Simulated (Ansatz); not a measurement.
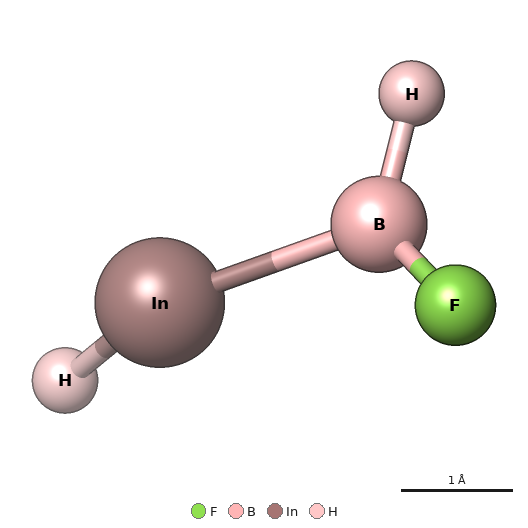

Depth is shown by fading: the farther an atom, the more it takes the colour of the background. State: neutral, doublet. The computed structure is the end point of a PBE-D4/def2-SVP optimisation. No frequency run is at hand to confirm it as a minimum. Masses are those of the most abundant isotopes; constants are for the rigid equilibrium geometry.

Classify the rotor and give the rotational constants (cm⁻¹).

An asymmetric top (C1): A = 1.71, B = 0.0844, C = 0.0811 cm⁻¹. Ray's parameter κ is −1.00, close to the prolate limit.
